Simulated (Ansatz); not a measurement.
**Run report: Si2H4Cl2, single-point calculation**

Si2H4Cl2, computed with RKS PBE0-D4/def2-TZVPP (Ansatz 0.2.0).

The geometry is a transition state. The reaction was set up to form Si2–H3 and to break Si1–Si2 and Si1–H3 (atoms counted from 1 in the order of the input); sticks are drawn by distance alone. The geometry comes from this level: PBE0-D4/def2-TZVP.

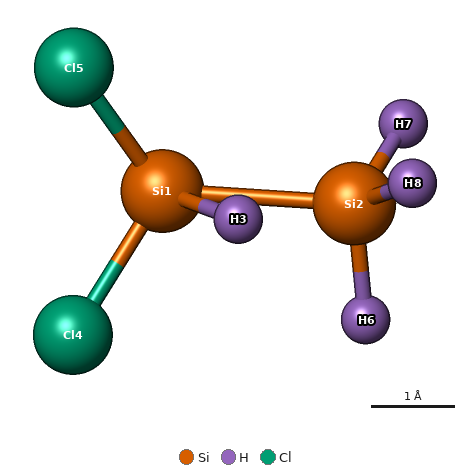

Fig. 1: The structure as given in the input (ball-and-stick view, seen at a tilt; atoms are numbered from 1 in the order of the input). Bond lengths as drawn: Cl–Si 2.06 to 2.07 Å, H–Si 1.48 to 1.70 Å and Si–Si 2.36 Å.

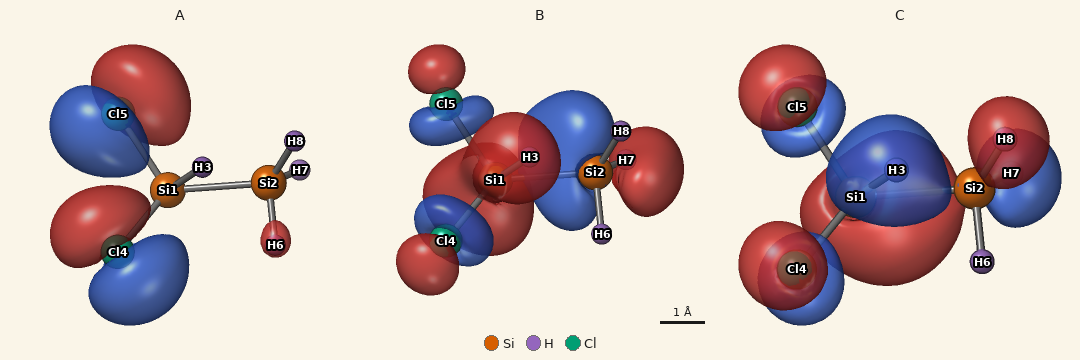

Fig. 2: Three frontier orbitals at ±0.08 Å⁻³ᐟ² (blue and red are the two phases). A is the HOMO−1 (−9.24 eV). C is the HOMO (−6.71 eV). It lies mainly on Si1 (40 %), Si2 (15 %), Cl4 (10 %), H3 (10 %) and Cl5 (10 %). B is the LUMO (−2.16 eV). By Hirshfeld shares it lies mainly on Si1 (35 %), Si2 (25 %), Cl4 (10 %) and H3 (10 %). The HOMO–LUMO gap is 4.55 eV between the orbital energies.

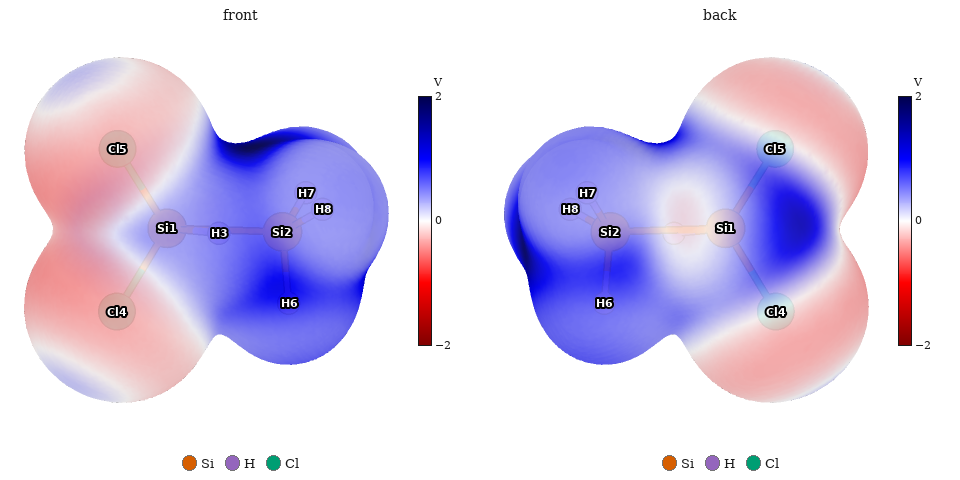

Fig. 3: The electrostatic potential painted on the density surface at 0.002 e/bohr³, seen face on and from behind; red is negative and blue positive. A positive charge is drawn to the negative regions and a negative charge to the positive ones.

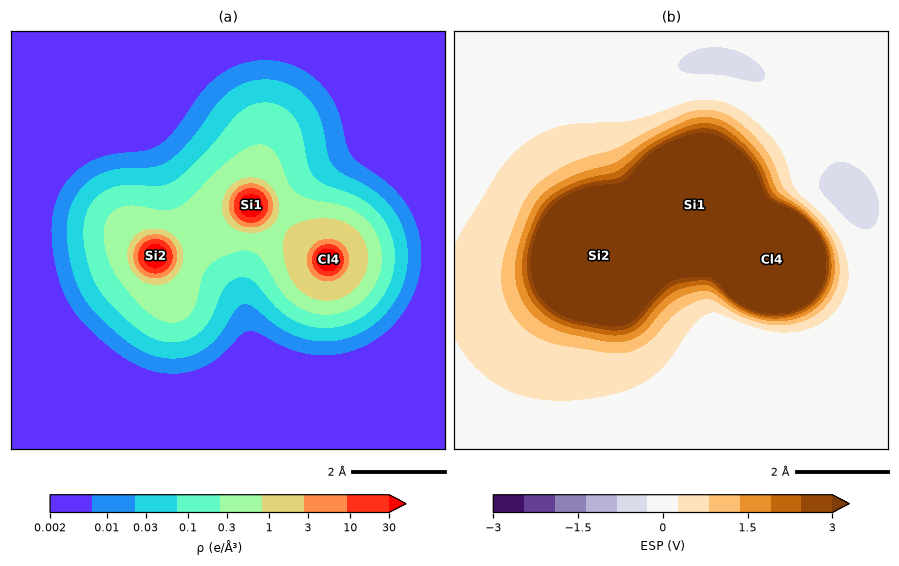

Fig. 4: (a) electron density; (b) electrostatic potential on the plane of atoms Si2, Si1 and Cl4. Si–Cl (2.06 Å): ρ is about 0.89 e/Å³ halfway. Si–Si (2.36 Å): ρ is about 0.49 e/Å³ halfway.

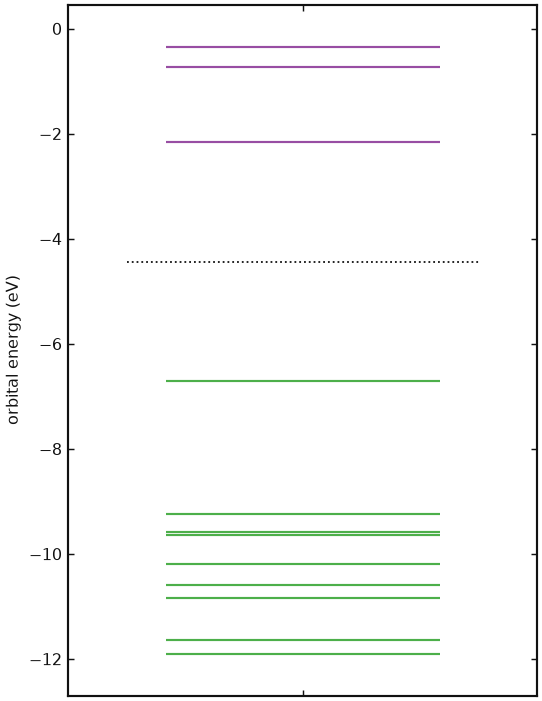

Fig. 5: Orbital energies near the frontier; the dotted line parts filled from empty levels, and levels within 0.02 eV of each other stand side by side. Highest filled −6.71 eV, lowest empty −2.16 eV, 4.55 eV apart.

The input and output of the run follow.

## Input file
```yaml
crystal:
  periodic: [false, false, false]
  atoms:
    - {symbol: Si, position_ang: [-0.282771, 1.265229, 0.004496]}
    - {symbol: Si, position_ang: [0.431535, -0.927787, -0.514190]}
    - {symbol: H, position_ang: [-0.229767, -0.173591, 0.910288]}
    - {symbol: Cl, position_ang: [-2.298886, 1.528630, 0.356588]}
    - {symbol: Cl, position_ang: [0.747366, 2.345505, 1.432246]}
    - {symbol: H, position_ang: [-0.841726, -1.363683, -1.130305]}
    - {symbol: H, position_ang: [1.523954, -0.732864, -1.507141]}
    - {symbol: H, position_ang: [0.950294, -1.941339, 0.448018]}
basis:
  gaussian: {orbitals: def2-TZVPP}
hamiltonian: {xc: pbe0, dispersion: d4}
output: {orbitals: {seedname: orbitals}}
```

Run as:
```bash
ansatz run in.yaml --threads 4 --pin off --events-out ev --progress --plain --max-ram 9574MiB
```

## Output
```
Functional definition: PBE0
  name "PBE0"
  cite "Adamo & Barone, J. Chem. Phys. 110, 6158 (1999) doi:10.1063/1.478522"
  cite "Perdew, Burke & Ernzerhof, Phys. Rev. Lett. 77, 3865 (1996) doi:10.1103/PhysRevLett.77.3865"
  parent pbe
  parameter a = 0.25
  parameter kappa = 0.804
  parameter beta = 0.06672455060314922
  exchange = (1 - a)*pbe_x(kappa = kappa, mu = beta*pi^2/3) + a*exact_x
  correlation = pbe_c(beta = beta)
1468 factors; their error is unknown
mean field evaluation 1: about -40851.7818 eV, gradient 1.6e1 eV
mean field evaluation 2: about -40851.9958 eV, gradient 1.4e1 eV
mean field evaluation 4: about -40852.5263 eV, gradient 1.1e0 eV
mean field evaluation 8: about -40852.6247 eV, gradient 1.9e-1 eV
mean field evaluation 16: about -40852.6248 eV, gradient 3.9e-5 eV
mean field -40852.62476128 eV, -1501.3062690734 hartree, gradient 3.9e-5 eV, S^2 0.000000; 0 other end points of the search recorded, 0 dependent functions left out
reference -40852.62479454 eV, -1501.3062702956 hartree; 33, 33 occupied and 191, 191 virtual orbitals, 1468 factors
Total energy: -40852.83424585 eV, -1501.3139674892 hartree
```

## Results in brief

| quantity | value |
| --- | --- |
| outcome | converged |
| total energy | −40852.8342 eV |
| mean-field energy | −40852.6248 eV |
| dispersion energy | −0.2095 eV |
| SCF solution under orbital rotations | stable |
| HOMO | −6.71 eV |
| LUMO | −2.16 eV |
| hardware | 4 threads of Arm Neoverse V1, 23 GiB of memory available, shared host |
| wall time | 4.9 s (CPU time 16 s) |
| peak memory | 0.61 GiB |
